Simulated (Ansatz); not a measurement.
# Cl$_{2}$H$_{4}$W···F (doublet): what the fields show

Input

```
crystal:
  periodic: [false, false, false]
  atoms:
    - { symbol: W, position_ang: [-0.412501, 0.0, 0.257607] }
    - { symbol: Cl, position_ang: [0.360199, 0.0, 2.493946] }
    - { symbol: H, position_ang: [1.186367, 0.0, -0.123567] }
    - { symbol: H, position_ang: [0.298903, 1.412741, -0.231881] }
    - { symbol: Cl, position_ang: [-2.535893, 0.0, -0.657559] }
    - { symbol: H, position_ang: [0.298903, -1.412741, -0.231881] }
    - { symbol: H, position_ang: [0.017015, 0.0, -1.338565] }
    - { symbol: F, position_ang: [0.117008, 0.0, 5.191899] }
magnetization:
  spin_polarized: true
  initial_magnetization: 1
basis:
  gaussian: { orbitals: def2-SVP }
hamiltonian:
  xc: hf
relax:
  f_tol: 0.03
  max_steps: 50
output:
  orbitals: {}
```

Run with:

```sh
ansatz run input.yaml --threads 2 --pin off --max-ram 3072MiB --backend cpu --events-out ev --progress --plain --runs-dir out
```

The fields are those of the run's last geometry, not of the input's.

Core potentials replace the inner electrons of W.

Theory: UHF/def2-SVP (Ansatz 0.2.0).

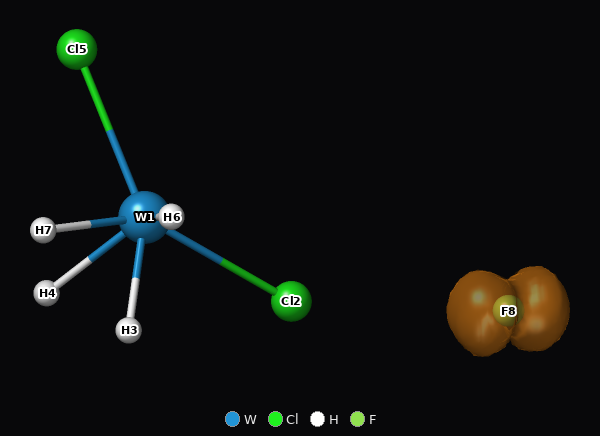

Figure 1. Isosurfaces of the spin density (α minus β) at +0.2 (orange) and −0.2 e/Å³ (purple), seen at a tilt.

Where is the unpaired spin?

Answer. The unpaired spin (1 electron) lies mostly on F8 (about 1.0), in electrons by Hirshfeld's partition. Only one sign reaches the isovalue.

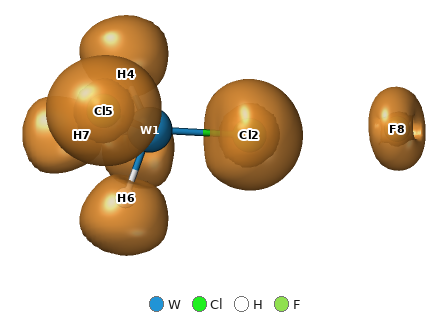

Figure 2. Isosurface of the electron localisation function at 0.75 (orange), seen from one side. Core shells and regions of very low density are left out.

What do the ELF domains correspond to?

Answer. The ELF exceeds this value in four regions around hydrogen nuclei, two regions wrapped around Cl (the valence shell of each) and one region wrapped around F (its valence shell).


Cl2···F8 (3.39 Å): the ELF dips to about 0 between them: a weak contact between the two molecules. W–Cl (2.32 Å): the ELF peaks at about 0.85 in the valence shell of Cl, 0.8 Å from its nucleus, and is about 0.35 at the midpoint.

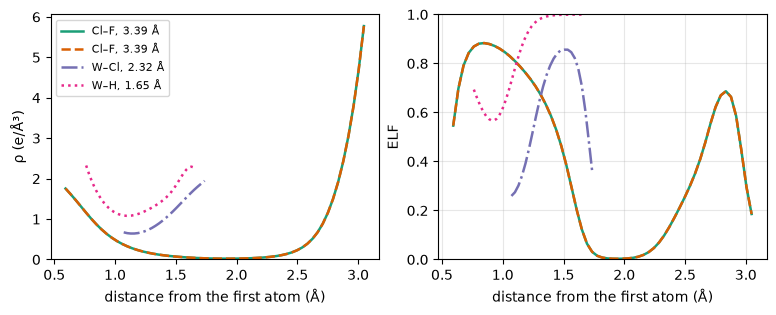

Figure 3. Electron density and ELF along straight lines between neighbouring atoms. The curves leave out the atomic cores.

Compare the contacts.

Answer. Cl2···F8 (3.39 Å): the density falls to about 0.02 e/Å³ on the way; the ELF dips to about 0 between them (a weak contact between the two molecules).

W–Cl (2.32 Å): the density is about 0.64 e/Å³ at the midpoint; the ELF peaks at about 0.85 in the valence shell of Cl, 0.8 Å from its nucleus, and is about 0.35 at the midpoint.
W–H (1.65 Å): ρ at the midpoint is about 1.8 e/Å³; the ELF climbs to about 1 towards the hydrogen.
